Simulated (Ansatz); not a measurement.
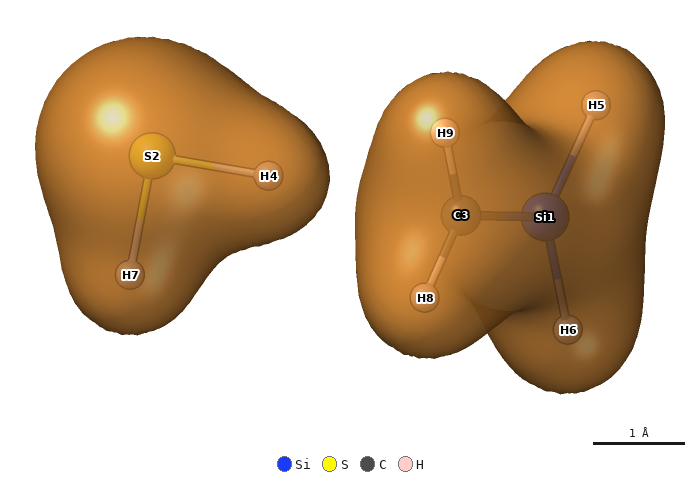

The picture shows: CH4Si···H2S. Isosurface of the total electron density at 0.15 e/Å³ (orange), seen from one side.

All numbers below come from RKS PBE0-D4/6-31G* (Ansatz).

Input file:

```
crystal:
  periodic: [false, false, false]
  atoms:
    - { symbol: Si, position_ang: [-0.976614, 0.551018, 0.591067] }
    - { symbol: S, position_ang: [1.319014, 0.498962, -2.004363] }
    - { symbol: C, position_ang: [-0.405486, -1.041121, 0.833949] }
    - { symbol: H, position_ang: [0.765031, -0.373957, -1.122048] }
    - { symbol: H, position_ang: [-2.152639, 0.858493, -0.253644] }
    - { symbol: H, position_ang: [-0.289889, 1.732551, 1.161965] }
    - { symbol: H, position_ang: [2.197187, 0.941599, -1.086832] }
    - { symbol: H, position_ang: [0.454476, -1.25878, 1.462116] }
    - { symbol: H, position_ang: [-0.910982, -1.908863, 0.41789] }
basis:
  gaussian: { orbitals: "6-31G*" }
hamiltonian:
  xc: pbe0
  dispersion: d4
relax:
  f_tol: 0.03
  max_steps: 50
output:
  orbitals: {}
```

Command:

```sh
ansatz run input.yaml --threads 1 --pin off --max-ram 2048MiB --backend cpu --events-out ev --progress --plain --runs-dir out
```

The fields are those of the relaxed geometry.

> What does this surface tell about the bonding?

At this value the surface falls into two separate pieces. It bridges the shortest C–Si (1.71 Å), C–H (1.09 Å) and S–H (1.35 Å) contacts, where the density stays above the isovalue. It is pinched off along the shortest C···H (2.43 Å) contacts. On the grid the lowest density along these lines, outside the cores, is 0.1 e/Å³ (C···H, 2.43 Å), 1 e/Å³ (C–Si, 1.71 Å), 1.8 e/Å³ (C–H, 1.09 Å) and 1.4 e/Å³ (S–H, 1.35 Å).
